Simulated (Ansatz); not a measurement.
# AlH3S (SMILES [AlH2][SH]): levels of theory compared

We compute a comparison of 6 runs (CAM-B3LYP/STO-3G, PBE/STO-3G, UB3LYP/STO-3G, wB97M-V/STO-3G, BCCD(T)/STO-3G, CCSD/STO-3G) of AlH3S. 

Program for the calculation: Ansatz 0.2.0.

52 further runs of the same task are left out: 52 set aside as unsound or not needed.

### 1 The system as given

AlH3S: 5 atoms, total charge 0, spin state singlet. SMILES: `[AlH2][SH]`. The H3–Al1 distance was set to 2.368 Å, away from the relaxed value. At this shape a bond of the SMILES string is far longer than usual.

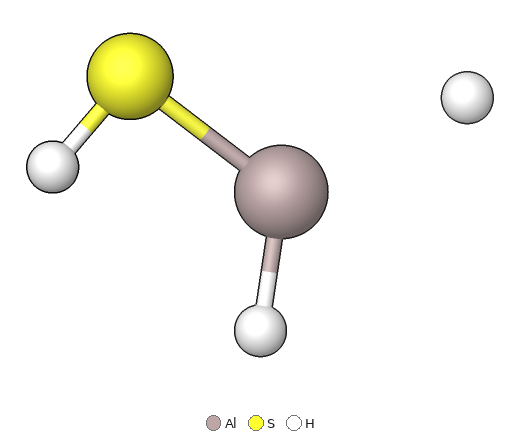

Viewed from a chosen angle; aluminium light grey, sulfur yellow, hydrogen white.

### 2 A single-point energy at CAM-B3LYP/STO-3G (run 1)

in.yaml

```yaml
crystal:
  periodic: [false, false, false]
  atoms:
    - symbol: Al
      position_ang: [0.066684, 0.228743, -0.448094]
    - symbol: S
      position_ang: [1.811884, -0.050157, 0.830206]
    - symbol: H
      position_ang: [-1.981700, -0.650100, 0.351100]
    - symbol: H
      position_ang: [0.241684, 0.988943, -1.822794]
    - symbol: H
      position_ang: [2.642484, 0.580743, -0.017394]
basis:
  gaussian: {orbitals: STO-3G}
hamiltonian: {xc: {name: CAM-B3LYP}}
accuracy: high
```

The run is started by

```console
ansatz run in.yaml --threads 1 --pin off --max-ram 2610MiB --events-out events.jsonl --progress --plain --runs-dir runs
```

The program printed:

```text
Warning: RAYON_NUM_THREADS=1 ignored (pool sized by the plan → 1); use --threads N
Functional definition: CAM-B3LYP
  name "CAM-B3LYP"
  parameter alpha = 0.19
  parameter beta = 0.46
  parameter omega = 0.33/bohr
  parameter ac = 0.81
  exchange = (1 - alpha - beta)*b88_x + beta*b88_x_sr(omega) + alpha*exact_x + beta*exact_x_lr(omega)
  correlation = (1 - ac)*vwn5_c + ac*lyp_c
363 factors; integrals over basis functions are off by at most 9.7e-9 eV
153 factors; integrals over basis functions are off by at most 1.5e-9 eV
mean field evaluation 1: about -17273.6066 eV, gradient 2.4e1 eV
mean field evaluation 2: about -17273.3382 eV, gradient 2.7e1 eV
mean field evaluation 4: about -17277.1394 eV, gradient 2.6e-1 eV
mean field evaluation 8: about -17277.0866 eV, gradient 1.4e-3 eV
mean field evaluation 16: about -17277.0866 eV, gradient 7.0e-8 eV
mean field -17277.08655513 eV, -634.9212200712 hartree, gradient 7.0e-8 eV, S^2 0.000000; 0 other end points of the search recorded, 0 dependent functions left out
reference -17277.08656931 eV, -634.9212205921 hartree; 16, 16 occupied and 5, 5 virtual orbitals, 363 factors
Total energy: -17277.08656931 eV, -634.9212205921 hartree
```

Run time: 1.2 s. Hardware: 1 thread of Arm Neoverse V1, shared host; peak memory 0.099 GiB.

### 3 A single-point energy at PBE/STO-3G (run 2)

in.yaml

```yaml
crystal:
  periodic: [false, false, false]
  atoms:
    - {symbol: Al, position_ang: [0.066684, 0.228743, -0.448094]}
    - {symbol: S, position_ang: [1.811884, -0.050157, 0.830206]}
    - {symbol: H, position_ang: [-1.981700, -0.650100, 0.351100]}
    - {symbol: H, position_ang: [0.241684, 0.988943, -1.822794]}
    - {symbol: H, position_ang: [2.642484, 0.580743, -0.017394]}
basis:
  gaussian: {orbitals: STO-3G}
hamiltonian: {xc: {name: PBE}}
accuracy: high
```

The run is started by

```console
ansatz run in.yaml --threads 1 --pin off --max-ram 2610MiB --events-out events.jsonl --progress --plain --runs-dir runs
```

The program printed:

```text
Warning: RAYON_NUM_THREADS=1 ignored (pool sized by the plan → 1); use --threads N
Functional definition: PBE
  name "PBE"
  parameter kappa = 0.804
  parameter beta = 0.06672455060314922
  exchange = pbe_x(kappa = kappa, mu = beta*pi^2/3)
  correlation = pbe_c(beta = beta)
363 factors; integrals over basis functions are off by at most 9.7e-9 eV
mean field evaluation 1: about -17264.5797 eV, gradient 2.9e1 eV
mean field evaluation 2: about -17246.5159 eV, gradient 6.3e1 eV
mean field evaluation 4: about -17269.0415 eV, gradient 6.8e0 eV
mean field evaluation 8: about -17269.2991 eV, gradient 3.0e-1 eV
mean field evaluation 16: about -17269.2997 eV, gradient 2.6e-6 eV
mean field -17269.29966747 eV, -634.6350572278 hartree, gradient 9.6e-9 eV, S^2 0.000000; 0 other end points of the search recorded, 0 dependent functions left out
reference -17269.29966941 eV, -634.6350572992 hartree; 16, 16 occupied and 5, 5 virtual orbitals, 363 factors
Total energy: -17269.29966941 eV, -634.6350572992 hartree
```

Wall time 1.2 s (1 thread of Arm Neoverse V1, shared host); peak memory 0.097 GiB.

Runs 3 to 5 aren't shown in full; the table further down has their settings and results.

### 4 The energy at CCSD/STO-3G (run 6)

input.yaml

```yaml
crystal:
  periodic: [false, false, false]
  atoms:
    - {symbol: Al, position_ang: [0.066684, 0.228743, -0.448094]}
    - {symbol: S, position_ang: [1.811884, -0.050157, 0.830206]}
    - {symbol: H, position_ang: [-1.981700, -0.650100, 0.351100]}
    - {symbol: H, position_ang: [0.241684, 0.988943, -1.822794]}
    - {symbol: H, position_ang: [2.642484, 0.580743, -0.017394]}
basis:
  gaussian: {orbitals: STO-3G}
correlation: {method: ccsd, frozen_orbitals: {Al: 5, H: 0, S: 5}}
accuracy: high
scf: {omitted_lower_state_checks: [cluster_reference, increment]}
```

The run is started by

```console
ansatz run input.yaml --threads 1 --pin off --max-ram 2610MiB --events-out events.jsonl --progress --plain --runs-dir runs
```

The program printed, shortened:

```text
Warning: RAYON_NUM_THREADS=1 ignored (pool sized by the plan → 1); use --threads N
Functional definition: HF
  name "HF"
[...]
363 factors; integrals over basis functions are off by at most 9.7e-9 eV
[...]
mean field -17246.20520304 eV, -633.7863513139 hartree, gradient 2.9e-8 eV, S^2 0.000000; 0 other end points of the search recorded, 0 dependent functions left out; unrestricted orbitals would lower it
10 core orbitals not correlated: weight in the atoms' cores, before any rotation towards them, 1.000 or more for the frozen orbitals, at most 0.000 for the correlated occupied ones
reference -17246.20520304 eV, -633.7863513139 hartree; 6, 6 occupied and 5, 5 virtual orbitals, 363 factors
second order -2.08456201 eV of doubles, -0.00000000 eV of singles
cycle   1  -2.71356622 eV  change   -6.3e-1 eV  update   1.1e-1
[...]
cycle  21  -3.21267903 eV  change    1.1e-9 eV  update  5.7e-10
Total energy: -17249.41788206 eV, -633.9044150905 hartree
Checks for a lower state left out: cluster_reference, increment
```

Wall time 0.18 s (1 thread of Arm Neoverse V1, shared host).

### 5 Overview of the runs

```csv
run,level,frozen core orbitals,energy (Eh),wall time
1,CAM-B3LYP/STO-3G,–,-634.921221,1.2 s
2,PBE/STO-3G,–,-634.635057,1.2 s
3,UB3LYP/STO-3G,–,-634.980250,2.3 s
4,wB97M-V/STO-3G,–,-635.010702,19 s
5,BCCD(T)/STO-3G,10,-633.906784,0.2 s
6,CCSD/STO-3G,10,-633.904415,0.18 s
```

### 6 Summary of results

```
                                           quantity          value
                                run 6: total energy  -633.90442 Eh
run 6: correlation energy (10 core orbitals frozen)     -118.1 mEh
                               run 6: T1 diagnostic          0.024
```

What this shows: Totals of different functionals can't be ranked against each other. In runs 5, 6 the log says that unrestricted orbitals would lower the reference, so the values rest on an unstable closed-shell determinant (other closed-shell runs at this shape may share the fault). In runs 1, 2, 3, 4, 5, 6 the basis is minimal, so the values are rough. All runs together took 24 s, the longest 19 s.
